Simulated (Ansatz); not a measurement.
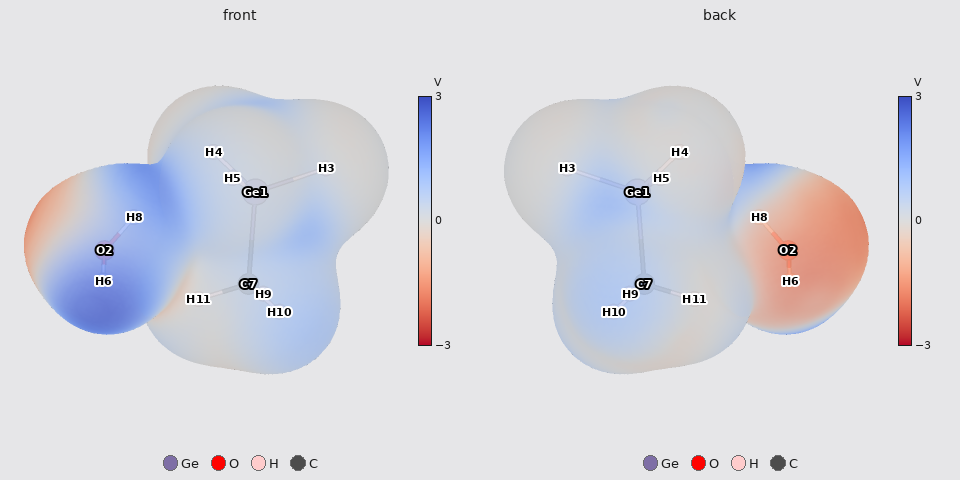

CH6Ge···H2O. The electrostatic potential painted on the density surface at 0.002 e/bohr³, seen from the front and from behind; the colour scale runs from red (negative) to blue (positive).

The product side of a reaction path; geometry: PBE0-D4/def2-TZVP.

All numbers below come from Ansatz, RKS PBE0-D4/def2-TZVPP.

Input

```
crystal:
  periodic: [false, false, false]
  atoms:
    - {symbol: Ge, position_ang: [-1.045442, 0.722348, -0.416882]}
    - {symbol: O, position_ang: [1.413275, -0.283621, 2.068856]}
    - {symbol: H, position_ang: [-1.722538, 1.507253, -1.555200]}
    - {symbol: H, position_ang: [-2.111562, 0.337981, 0.622594]}
    - {symbol: H, position_ang: [-0.043224, 1.681414, 0.267571]}
    - {symbol: H, position_ang: [2.360083, -0.237994, 1.917871]}
    - {symbol: C, position_ang: [-0.116352, -0.852836, -1.088614]}
    - {symbol: H, position_ang: [1.080008, 0.584140, 1.824046]}
    - {symbol: H, position_ang: [-0.826033, -1.545489, -1.542335]}
    - {symbol: H, position_ang: [0.621657, -0.566995, -1.839097]}
    - {symbol: H, position_ang: [0.390028, -1.346300, -0.258709]}
basis:
  gaussian: {orbitals: def2-TZVPP}
hamiltonian: {xc: pbe0, dispersion: d4}
output: {orbitals: {seedname: orbitals}}
```

Command:

```sh
ansatz run in.yaml --threads 4 --pin off --events-out ev --progress --plain --max-ram 9574MiB
```

**Which sites attract a positive test charge, and which a negative one?**

A positive charge is drawn to the negative regions and a negative charge to the positive ones. The most negative region (about −1.6 V, or −37 kcal/mol for a unit charge) lies over O2, the most positive (about +2.3 V, or +53 kcal/mol for a unit charge) over H6. O2 is the likeliest acceptor of a hydrogen bond.
